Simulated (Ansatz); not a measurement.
# A computed series for hypothetical P4_2/mnm BP: pressure series

Take BP (space group P4_2/mnm, No. 136; a = 5.569 Å, c = 3.205 Å; a hypothetical phase, not in the database extracts checked) as the base.

Cell and atoms are relaxed at each pressure.

Method: Ansatz (a program for electronic structure) PBE, spin-orbit coupling left out.

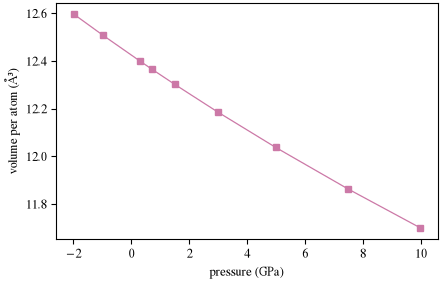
Volume against pressure

Estimate the zero-pressure bulk modulus from the plot.

About 150 GPa; a third-order Birch–Murnaghan fit to the points gives V₀ = 12.42 Å³/atom, B₀ = 148 GPa and B₀′ = 3.7.

Between the base and pressure 10 GPa the gap moves from 0.47 eV to 0.24 eV, a mean slope of -23 meV/GPa.

Load acts through the strain it causes; cell and atoms are relaxed under it. No phonon test of stability was made. No other phases were tried under pressure. A zero or small gap of BP under pressure 7.5 GPa and BP under pressure 10 GPa can be the functional's error rather than a property of the material.
